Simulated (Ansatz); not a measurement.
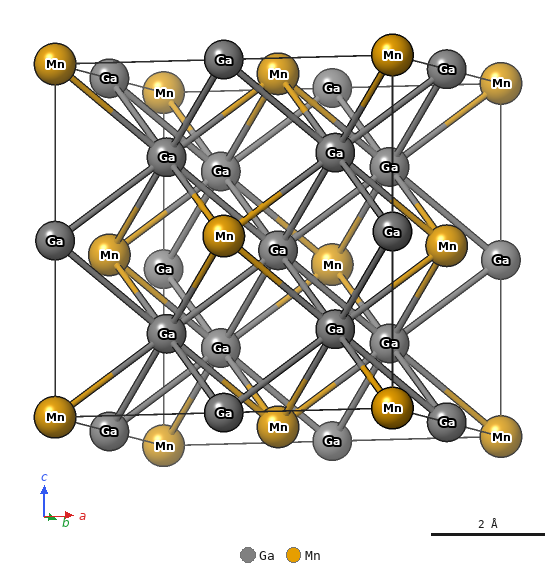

Starting structure of a crystal of MnGa3 (built on the BiF3 (D0 type). The picture is a ball-and-stick view of the conventional cell (4 times the calculation's cell), seen from a free direction. Lengths and directions refer to the drawn axes.

Theory: Ansatz, DFT PBEsol, scalar-relativistic, plane waves, PAW.

Input file:
```yaml
crystal:
  lattice:
    - [0.0, 3.1491400868, 3.1491400868]
    - [3.1491400868, 0.0, 3.1491400868]
    - [3.1491400868, 3.1491400868, 0.0]
  atoms:
    - { symbol: Ga, position: [0.25, 0.25, 0.25] }
    - { symbol: Ga, position: [0.75, 0.75, 0.75] }
    - { symbol: Ga, position: [0.5, 0.5, 0.5] }
    - { symbol: Mn, position: [0.0, 0.0, 0.0], spin: 3.49 }
basis:
  ecutwfc: 420
kpoints:
  mp_grid: { grid: [12, 12, 12] }
hamiltonian:
  xc: pbesol
scf:
  occupations: { method: gaussian, width: 0.1 }
output:
  forces: true
  stress: true
  eigenvalues: true
  populations: true
  write_density: true
  write_potential: true
  elf: true
  volumetric_format: npy
magnetization:
  spin_polarized: true
relax:
  adjacent_minimum: "off"
  f_tol: 0.01
  max_steps: 80
  cell: { stress_tol: 0.05 }
```

Command:
```bash
ansatz run input.yaml --threads 1 --pin off --max-ram 2560MiB --backend cpu --events-out ev --progress --plain --runs-dir out
```

Q: What does the optimiser find from here?

A: The energy falls by 10.5 meV per cell of the calculation in 2 accepted moves (3 points after the start). All forces vanish by symmetry, so only the cell relaxes. The pressure goes from 2.05 to 0.00 GPa. The SCF was repeated once at an unchanged geometry on a basis and grid sized afresh for the cell, which shifted the energy by 0.5 meV per cell of the calculation at most. No atom moves by more than 0.005 Å relative to the cell. The volume changes by +2.7 %, with a = b = c 6.298 → 6.354 Å (+0.9 %). Among the contacts that change: Ga1–Ga3 2.727 → 2.751 Å, Ga1–Mn4 2.727 → 2.751 Å. The space group stays Fm-3m (No. 225). The run took 4.1 min on 1 thread of AMD EPYC (Zen 3), with other jobs on the host, peak memory 0.58 GiB.

The structure at the end:

```
Ga Mn
1.0
     0.00000    3.17694    3.17694
     3.17694    0.00000    3.17694
     3.17694    3.17694    0.00000
Ga Mn
3 1
Cartesian
  1.5885 1.5885 1.5885
  4.7654 4.7654 4.7654
  3.1769 3.1769 3.1769
  0.0000 0.0000 0.0000
```

The end point in the same view:

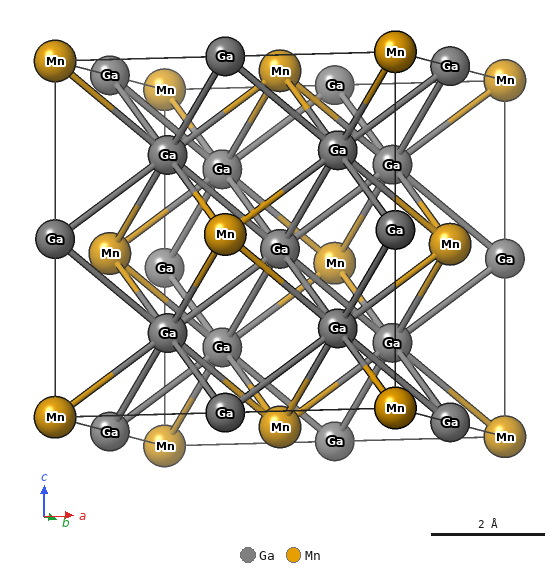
